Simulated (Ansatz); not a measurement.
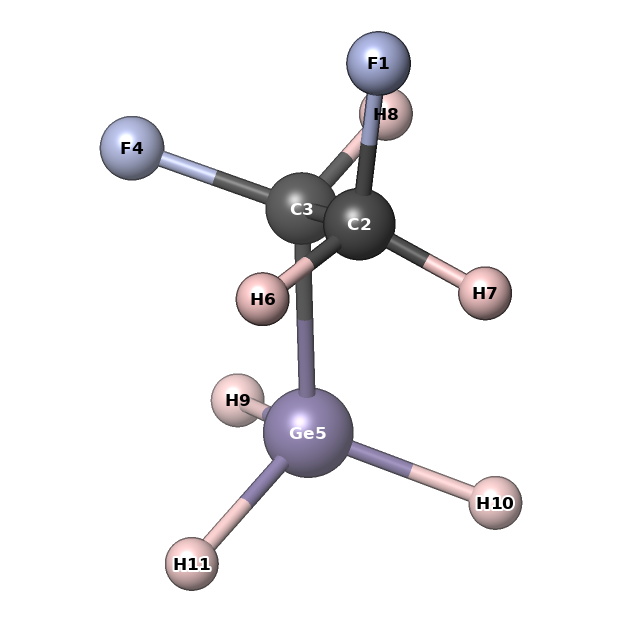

C3 lies behind C2. The molecule seen a little off the C2–C3 bond, C2 in front. Atoms fade into the background with distance from the viewer. The geometry was computed by an optimisation with PBE-D4/def2-SVP. No frequency run is at hand to confirm it as a minimum.

Question: What is the torsion angle F1–C2–C3–Ge5? The sign is positive where the front bond must turn clockwise to cover the back bond.

Answer: 171°, antiperiplanar (anti). The bonds about C2–C3 are staggered.
